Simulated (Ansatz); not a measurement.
# Profile along the Pd–Pd line in Pd (fcc, Cu type)

Pd (fcc, Cu type)

```cif
data_Pd4
_chemical_formula_sum 'Pd4'
_space_group_name_H-M_alt 'Fm-3m'
_space_group_IT_number 225
_space_group_name_Hall '-F 4 2 3'
_cell_length_a 3.94276
_cell_length_b 3.94276
_cell_length_c 3.94276
_cell_angle_alpha 90.000
_cell_angle_beta 90.000
_cell_angle_gamma 90.000
loop_
_atom_site_label
_atom_site_type_symbol
_atom_site_symmetry_multiplicity
_atom_site_Wyckoff_symbol
_atom_site_fract_x
_atom_site_fract_y
_atom_site_fract_z
_atom_site_occupancy
Pd1 Pd 4 a 0.00000 0.00000 0.00000 1
```
(The calculation used a cell of 1 atom; values per cell refer to that cell.)

Fields along a shortest Pd–Pd line of a {100} plane (2.79 Å), from Pd to Pd, interpolated on the slice's grid (step about 0.1 Å). Calculation: PBE (plane waves to 420 eV, PAW, scalar-relativistic; Ansatz, a program for electronic structure). k mesh 20×20×20. These are valence fields of a PAW run, semicore shells included where kept as valence: close to a nucleus they are smooth pseudo fields. Pd is run without spin polarisation. Pd was relaxed with its symmetry unable to fall.

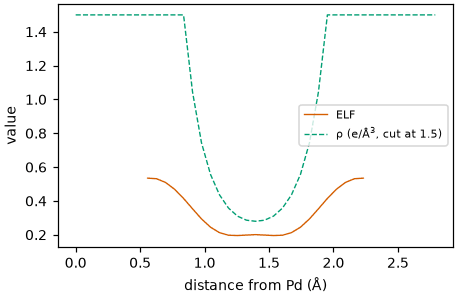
ELF (away from the nuclei) and valence density from Pd to Pd.

Density on the Pd–Pd line (2.79 Å) at its midpoint: 0.28 e/Å³. ELF at that point: 0.20.
